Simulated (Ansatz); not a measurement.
## Fields on a plane of Au (fcc, Cu type)

```
Au
1.0
    0.00000     2.04172     2.04172
    2.04172     0.00000     2.04172
    2.04172     2.04172     0.00000
Au
1
Direct
  0.00000   0.00000   0.00000
```

The slice is a {111} plane (indices of the conventional cell) through the point (0.000, 0.000, 0.000) (fractional), spanned by u = [100] and v = [-1 2 0] in vectors of this cell: u (2.89 Å) and v (5.00 Å, at 90° to u). It covers one period; positions are fractions (u, v).

Atoms on it: Au at (0.00, 0.00); Au at (0.50, 0.50).

Calculation: PBEsol (plane waves to 420 eV, PAW, scalar-relativistic; Ansatz, a first-principles code). k mesh 20×20×20. Inside the PAW spheres the values are not all-electron values, and peaks at nuclei hang on which shells count as valence. Au was relaxed with its symmetry unable to fall. Spin-orbit coupling is left out, though Au is heavy.

```
|999999887755332211001122335577889999|
|999988776644331100000011334466778899|
|888877775544221100000011224455777788|
|777766554433110000000000113344556677|
|555555443322110000000000112233445555|
|333333222211000000000000001122223333|
|222222111100000000000000000011112222|
|111100000000000011111100000000000011|
|000000000011112222222222111100000000|
|000000001122223333333333222211000000|
|000000112233445555555555443322110000|
|000000113344556677777766554433110000|
|000011224455777788888877775544221100|
|000011334466778899999988776644331100|
|001122335577889999999999887755332211|
|001122335577889999999999887755332211|
|001122335577889999999999887755332211|
|000011334466778899999988776644331100|
|000011224455777788888877775544221100|
|000000113344556677777766554433110000|
|000000112233445555555555443322110000|
|000000001122223333333333222211000000|
|000000000011112222222222111100000000|
|111100000000000011111100000000000011|
|222222111100000000000000000011112222|
|333333222211000000000000001122223333|
|555555443322110000000000112233445555|
|777766554433110000000000113344556677|
|888877775544221100000011224455777788|
|999988776644331100000011334466778899|
|999999887755332211001122335577889999|
|999999887755332211001122335577889999|
```
Scale: ten equal steps from -0.70 (start of '0') to 1.18 (end of '9'), in the order '0123456789'. Values: log₁₀ of the valence density in e/Å³. The map has 18 points along u (two characters each, u = 0 at the left) and 32 along v (v = 0 in the bottom row). The scale is logarithmic, as a density can span decades between atoms and voids.

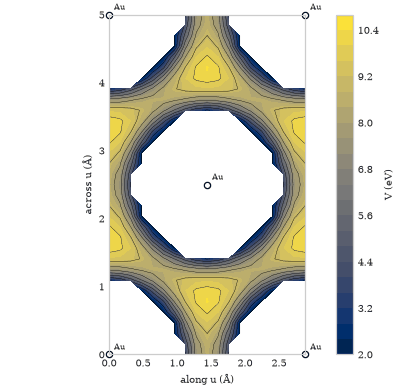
*Electrostatic potential energy of an electron, from the cell's mean, in eV, one period of the plane, atoms marked. Points within 1 Å of a nucleus are left white, as the pseudised field means little there. Values under 2 eV are set to 2. The zero, the cell's mean, hangs on the PAW cores.*

| Item | Value |
|---|---|
| Density on the Au–Au line (2.89 Å) at its midpoint | 0.29 e/Å³ |
| ELF at that point | 0.21 |
